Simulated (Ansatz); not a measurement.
# CH6O3Si: geometry relaxation (part 2 of 2)

The same run, continued: CH6O3Si; RKS B3LYP/STO-3G (Ansatz 0.2.0). It belongs to a series of runs on one base structure; here: start relaxed.

Geometry of the input (Å):
```
Si 0.0000  0.0000  0.0000
C  0.0000  0.0000  1.8700
H  -0.9996  -0.3092  2.2405
H  0.7676  -0.7111  2.2405
H  0.2320  1.0203  2.2405
O  1.5842  0.0000  -0.5594
H  1.9006  -0.9521  -0.6761
O  -0.7913  1.3709  -0.5594
H  -1.7491  1.1401  -0.7818
O  -0.7913  -1.3709  -0.5594
H  -1.2459  -1.8365  0.2129
```

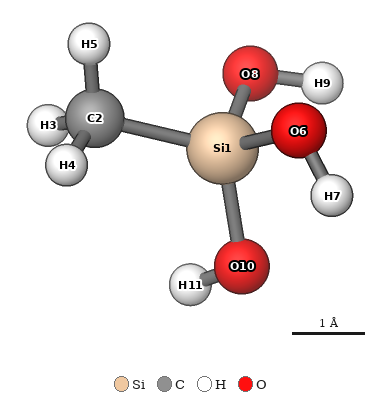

Fig. 1: The geometry at step 15 of the log (ball-and-stick view, seen at a tilt; atoms are numbered from 1 in the order of the input).

Trajectory as extended XYZ, continued:
```
11
Properties=species:S:1:pos:R:3:forces:R:3 step=7 energy=-14964.66723
Si   -0.0966   -0.0389    0.0511   -0.0581   0.0372  -0.0560
C     0.0564   -0.0412    1.9290   -0.0086  -0.0445   0.0716
H    -0.9271   -0.1297    2.4107    0.0314   0.0021  -0.0227
H     0.6804   -0.8704    2.2941   -0.0485   0.0680  -0.0632
H     0.5093    0.8934    2.2823    0.0081   0.0122  -0.0040
O     1.3978    0.1375   -0.7539    0.0544  -0.0756  -0.0047
H     1.9245   -0.7086   -0.5148   -0.0832   0.0838  -0.0286
O    -1.0228    1.3280   -0.3791   -0.1292  -0.0963  -0.1070
H    -1.4320    1.0942   -1.2922    0.2122   0.0276   0.2133
O    -0.8010   -1.4748   -0.5595   -0.0164  -0.0849   0.0529
H    -1.3819   -1.8381    0.2006    0.0379   0.0704  -0.0516
11
Properties=species:S:1:pos:R:3:forces:R:3 step=8 energy=-14964.69866
Si   -0.0868   -0.0777    0.0885   -0.0641   0.0832  -0.0903
C     0.0437   -0.0176    1.9595    0.0637  -0.0566   0.0412
H    -0.9497   -0.0462    2.4235   -0.0100   0.0029   0.0271
H     0.6263   -0.8557    2.3595    0.0158  -0.0217   0.0321
H     0.5318    0.9108    2.2776    0.0064   0.0275   0.0381
O     1.3738    0.1773   -0.7582    0.0344  -0.0631   0.0357
H     1.8661   -0.7187   -0.7058   -0.0766   0.0510  -0.0093
O    -1.1075    1.2313   -0.2828   -0.0679  -0.0365  -0.0415
H    -1.2855    1.1555   -1.2859    0.0594   0.0276  -0.0295
O    -0.6581   -1.5764   -0.5039   -0.0514  -0.0815   0.0092
H    -1.4469   -1.8312    0.0964    0.0903   0.0672  -0.0128
11
Properties=species:S:1:pos:R:3:forces:R:3 step=9 energy=-14964.71467
Si   -0.1055   -0.0753    0.1031   -0.0025   0.0068  -0.0652
C     0.0323   -0.0160    1.9750   -0.0420   0.0262   0.0653
H    -0.9497   -0.1316    2.4508   -0.0072   0.0022   0.0141
H     0.6868   -0.8042    2.3656    0.0179  -0.0360  -0.0109
H     0.4437    0.9472    2.3011   -0.0015   0.0098   0.0007
O     1.3597    0.1771   -0.7335    0.0367   0.0240  -0.0114
H     1.7627   -0.7573   -0.8273   -0.0345   0.0017  -0.0143
O    -1.1496    1.2059   -0.3022    0.0372   0.0176  -0.0488
H    -1.1133    1.2499   -1.3237   -0.0135   0.0107   0.0451
O    -0.6469   -1.5887   -0.4794    0.0700  -0.0291  -0.0171
H    -1.4131   -1.8554    0.1388   -0.0607  -0.0340   0.0425
11
Properties=species:S:1:pos:R:3:forces:R:3 step=10 energy=-14964.72145
Si   -0.0871   -0.0721    0.1175    0.0416   0.0355   0.0533
C     0.0135   -0.0011    1.9970   -0.0036  -0.0338  -0.0568
H    -0.9826   -0.0798    2.4510   -0.0020   0.0184   0.0072
H     0.6303   -0.8131    2.4040   -0.0096   0.0146  -0.0355
H     0.4542    0.9473    2.3274   -0.0052   0.0174   0.0017
O     1.4025    0.1702   -0.6844    0.0071  -0.1158  -0.0139
H     1.6589   -0.7716   -0.9976   -0.0411   0.1214   0.0223
O    -1.1365    1.2065   -0.2937    0.0166  -0.0816   0.0119
H    -1.1100    1.2549   -1.3146    0.0277  -0.0166   0.0081
O    -0.5737   -1.6073   -0.4626   -0.0088   0.0690  -0.0058
H    -1.3623   -1.8824    0.1244   -0.0229  -0.0286   0.0076
11
Properties=species:S:1:pos:R:3:forces:R:3 step=11 energy=-14964.72578
Si   -0.0744   -0.0803    0.1374    0.0247  -0.0198   0.0096
C     0.0123    0.0073    2.0100   -0.0289   0.0012   0.0259
H    -0.9831   -0.0940    2.4620    0.0181   0.0045  -0.0008
H     0.6505   -0.7845    2.4210    0.0012  -0.0085   0.0052
H     0.4254    0.9698    2.3348    0.0067   0.0160   0.0076
O     1.4361    0.1454   -0.6273   -0.0152  -0.0038   0.0040
H     1.5983   -0.7490   -1.0957   -0.0082   0.0062  -0.0100
O    -1.1349    1.1792   -0.2944    0.0009   0.0063  -0.0004
H    -1.0741    1.2345   -1.3130   -0.0043   0.0068  -0.0211
O    -0.5633   -1.6072   -0.4569   -0.0396  -0.0228   0.0085
H    -1.3856   -1.8697    0.0904    0.0445   0.0139  -0.0285
11
Properties=species:S:1:pos:R:3:forces:R:3 step=12 energy=-14964.72316 accepted=F
Si   -0.0682   -0.0866    0.1459    0.0507   0.0263   0.0031
C     0.0120    0.0114    2.0174   -0.0472  -0.0031   0.0075
H    -0.9874   -0.0764    2.4618   -0.0018   0.0075   0.0237
H     0.6372   -0.7860    2.4366    0.0135  -0.0214   0.0027
H     0.4342    0.9700    2.3417    0.0082   0.0236  -0.0052
O     1.4568    0.1214   -0.5888   -0.0532   0.5038   0.3175
H     1.5684   -0.7095   -1.1528    0.0439  -0.4857  -0.3267
O    -1.1218    1.1773   -0.2976    0.0038  -0.0355   0.0425
H    -1.0801    1.2090   -1.3178    0.0058   0.0052  -0.0432
O    -0.5590   -1.6079   -0.4588   -0.0270  -0.0229  -0.0132
H    -1.3849   -1.8713    0.0807    0.0033   0.0022  -0.0088
11
Properties=species:S:1:pos:R:3:forces:R:3 step=13 energy=-14964.72659
Si   -0.0711   -0.0830    0.1421    0.0181  -0.0020   0.0050
C     0.0112    0.0099    2.0148   -0.0222  -0.0032   0.0153
H    -0.9869   -0.0808    2.4625    0.0072   0.0048   0.0084
H     0.6398   -0.7874    2.4303    0.0012  -0.0061   0.0017
H     0.4324    0.9691    2.3397    0.0044   0.0102  -0.0030
O     1.4441    0.1379   -0.6126    0.0051   0.0336   0.0134
H     1.5815   -0.7346   -1.1263   -0.0071  -0.0245  -0.0204
O    -1.1308    1.1766   -0.2951   -0.0009  -0.0085   0.0026
H    -1.0745    1.2254   -1.3145    0.0010   0.0019  -0.0103
O    -0.5574   -1.6085   -0.4576   -0.0146  -0.0071  -0.0046
H    -1.3810   -1.8731    0.0851    0.0078   0.0008  -0.0080
11
Properties=species:S:1:pos:R:3:forces:R:3 step=14 energy=-14964.70232 accepted=F
Si   -0.0622   -0.0892    0.1558   -0.1473   0.0370   0.0009
C     0.0035    0.0186    2.0325    0.0940  -0.0486   0.0389
H    -1.0052   -0.0088    2.4674    0.0491   0.0047  -0.0207
H     0.5795   -0.8152    2.4635   -0.0761   0.1257  -0.0498
H     0.4782    0.9570    2.3572   -0.0522  -0.1212  -0.0613
O     1.4500    0.1440   -0.6002    0.2524  -1.1029  -0.8120
H     1.5329   -0.7127   -1.2096   -0.0975   1.1200   0.8002
O    -1.1335    1.1597   -0.2936   -0.0106  -0.0268  -0.0796
H    -1.0652    1.2166   -1.3148    0.0122  -0.0347   0.1301
O    -0.5238   -1.6177   -0.4615   -0.0047   0.0600   0.0501
H    -1.3469   -1.9009    0.0716   -0.0193  -0.0133   0.0031
11
Properties=species:S:1:pos:R:3:forces:R:3 step=15 energy=-14964.72737
Si   -0.0643   -0.0872    0.1496   -0.0089  -0.0005   0.0083
C     0.0106    0.0132    2.0220    0.0010   0.0053   0.0067
H    -0.9899   -0.0579    2.4676    0.0029   0.0041  -0.0001
H     0.6246   -0.7924    2.4433    0.0002  -0.0024   0.0025
H     0.4476    0.9670    2.3427    0.0006   0.0006  -0.0013
O     1.4598    0.1284   -0.5880    0.0163   0.0022  -0.0032
H     1.5626   -0.7098   -1.1647   -0.0055   0.0042  -0.0005
O    -1.1266    1.1684   -0.2952   -0.0070  -0.0149   0.0016
H    -1.0835    1.2015   -1.3162    0.0067   0.0021  -0.0026
O    -0.5477   -1.6107   -0.4576   -0.0102  -0.0048  -0.0088
H    -1.3860   -1.8690    0.0650    0.0039   0.0042  -0.0027
11
Properties=species:S:1:pos:R:3:forces:R:3 step=16 energy=-14964.72747
Si   -0.0608   -0.0940    0.1567   -0.0141   0.0040   0.0154
C     0.0107    0.0165    2.0283    0.0028   0.0008   0.0046
H    -0.9915   -0.0379    2.4723    0.0057   0.0015  -0.0027
H     0.6136   -0.7943    2.4559   -0.0035   0.0021   0.0023
H     0.4598    0.9669    2.3430   -0.0002  -0.0060  -0.0023
O     1.4717    0.1189   -0.5646    0.0301  -0.1553  -0.1315
H     1.5434   -0.6837   -1.2012   -0.0087   0.1599   0.1219
O    -1.1283    1.1549   -0.2957   -0.0071  -0.0056  -0.0100
H    -1.0790    1.1882   -1.3166    0.0015   0.0001   0.0060
O    -0.5408   -1.6158   -0.4576   -0.0184  -0.0106   0.0051
H    -1.3917   -1.8683    0.0477    0.0120   0.0091  -0.0087
11
Properties=species:S:1:pos:R:3:forces:R:3 step=17 energy=-14964.72745 accepted=F
Si   -0.0627   -0.0991    0.1647    0.0060  -0.0185  -0.1029
C     0.0185    0.0191    2.0341   -0.0446   0.0037   0.0135
H    -0.9846   -0.0004    2.4789    0.0058   0.0021   0.0074
H     0.5944   -0.8093    2.4646    0.0054  -0.0011   0.0012
H     0.4985    0.9557    2.3430    0.0104   0.0059   0.0020
O     1.4651    0.1333   -0.5615    0.0014  -0.0104   0.0093
H     1.5486   -0.6639   -1.1971   -0.0124   0.0164   0.0080
O    -1.1590    1.1199   -0.3020    0.0117   0.0394   0.0435
H    -1.0718    1.1767   -1.3191   -0.0016  -0.0126  -0.0016
O    -0.5280   -1.6266   -0.4475    0.0231  -0.0217   0.0153
H    -1.4118   -1.8540    0.0102   -0.0052  -0.0034   0.0042
11
Properties=species:S:1:pos:R:3:forces:R:3 step=18 energy=-14964.72820
Si   -0.0598   -0.0983    0.1596   -0.0045  -0.0030   0.0004
C     0.0128    0.0177    2.0307    0.0089  -0.0014  -0.0074
H    -0.9904   -0.0189    2.4739   -0.0004   0.0028   0.0036
H     0.6024   -0.8011    2.4614   -0.0038  -0.0023   0.0023
H     0.4776    0.9615    2.3417   -0.0018   0.0014   0.0011
O     1.4739    0.1198   -0.5571    0.0065   0.0000  -0.0009
H     1.5447   -0.6651   -1.2088   -0.0055   0.0047   0.0043
O    -1.1364    1.1418   -0.2968   -0.0006   0.0000  -0.0005
H    -1.0802    1.1784   -1.3172   -0.0004  -0.0010  -0.0003
O    -0.5358   -1.6225   -0.4525   -0.0037  -0.0060   0.0008
H    -1.4016   -1.8619    0.0333    0.0052   0.0048  -0.0033
11
Properties=species:S:1:pos:R:3:forces:R:3 step=19 energy=-14964.72838
Si   -0.0587   -0.1015    0.1632   -0.0010  -0.0016  -0.0122
C     0.0151    0.0191    2.0335   -0.0079   0.0023   0.0077
H    -0.9889    0.0029    2.4765    0.0055   0.0010  -0.0034
H     0.5887   -0.8093    2.4679   -0.0020   0.0060  -0.0031
H     0.4966    0.9556    2.3418    0.0022  -0.0063  -0.0012
O     1.4765    0.1217   -0.5487    0.0025  -0.0013   0.0041
H     1.5419   -0.6492   -1.2174   -0.0017   0.0016  -0.0007
O    -1.1433    1.1301   -0.2981   -0.0002   0.0046   0.0123
H    -1.0837    1.1664   -1.3182   -0.0003  -0.0020  -0.0051
O    -0.5288   -1.6277   -0.4493   -0.0063  -0.0065   0.0068
H    -1.4082   -1.8567    0.0170    0.0092   0.0022  -0.0051
11
Properties=species:S:1:pos:R:3:forces:R:3 step=20 energy=-14964.72851
Si   -0.0565   -0.1062    0.1676   -0.0006   0.0040  -0.0166
C     0.0168    0.0215    2.0371   -0.0066   0.0029   0.0297
H    -0.9889    0.0389    2.4779    0.0351   0.0008  -0.0125
H     0.5641   -0.8226    2.4764   -0.0152   0.0218  -0.0072
H     0.5278    0.9443    2.3415   -0.0139  -0.0253  -0.0059
O     1.4820    0.1233   -0.5352   -0.0024  -0.0220  -0.0111
H     1.5385   -0.6236   -1.2322   -0.0012   0.0198   0.0158
O    -1.1515    1.1153   -0.2981    0.0043   0.0014   0.0120
H    -1.0924    1.1478   -1.3184   -0.0025   0.0003  -0.0074
O    -0.5184   -1.6351   -0.4450   -0.0344  -0.0102   0.0214
H    -1.4142   -1.8520   -0.0032    0.0374   0.0064  -0.0180
11
Properties=species:S:1:pos:R:3:forces:R:3 step=21 energy=-14964.72859
Si   -0.0563   -0.1063    0.1673    0.0051   0.0005  -0.0094
C     0.0167    0.0213    2.0369   -0.0078   0.0054   0.0229
H    -0.9887    0.0450    2.4771    0.0181  -0.0001  -0.0094
H     0.5583   -0.8254    2.4779   -0.0075   0.0139  -0.0095
H     0.5323    0.9411    2.3415   -0.0055  -0.0162  -0.0054
O     1.4829    0.1232   -0.5337   -0.0054  -0.0089  -0.0007
H     1.5381   -0.6198   -1.2345    0.0002   0.0072   0.0045
O    -1.1513    1.1154   -0.2981    0.0031  -0.0014   0.0068
H    -1.0953    1.1459   -1.3187   -0.0010  -0.0004  -0.0019
O    -0.5174   -1.6355   -0.4452   -0.0245  -0.0033   0.0147
H    -1.4121   -1.8535   -0.0023    0.0251   0.0033  -0.0126
11
Properties=species:S:1:pos:R:3:forces:R:3 step=22 energy=-14964.72867
Si   -0.0555   -0.1076    0.1680    0.0013   0.0026  -0.0028
C     0.0160    0.0220    2.0374    0.0008  -0.0021   0.0022
H    -0.9893    0.0642    2.4753    0.0051  -0.0001  -0.0023
H     0.5420   -0.8333    2.4798   -0.0026   0.0053   0.0011
H     0.5475    0.9327    2.3411   -0.0014  -0.0055  -0.0011
O     1.4853    0.1236   -0.5285   -0.0057   0.0017   0.0060
H     1.5372   -0.6079   -1.2412    0.0006  -0.0028  -0.0034
O    -1.1526    1.1124   -0.2973    0.0025  -0.0043  -0.0028
H    -1.1012    1.1396   -1.3184   -0.0008   0.0002   0.0014
O    -0.5142   -1.6374   -0.4452    0.0020   0.0070   0.0013
H    -1.4079   -1.8569   -0.0026   -0.0019  -0.0021   0.0005
```

Key numbers:

- outcome: converged
- total energy: −14964.7289 eV
- mean-field energy: −14964.7289 eV
- largest force (length of the vector) at the end: 0.008 eV/Å
- hardware: 1 thread of AMD EPYC (Zen 3), 32 GiB of memory available, shared host
- wall time: 54 s
- peak memory: 0.13 GiB
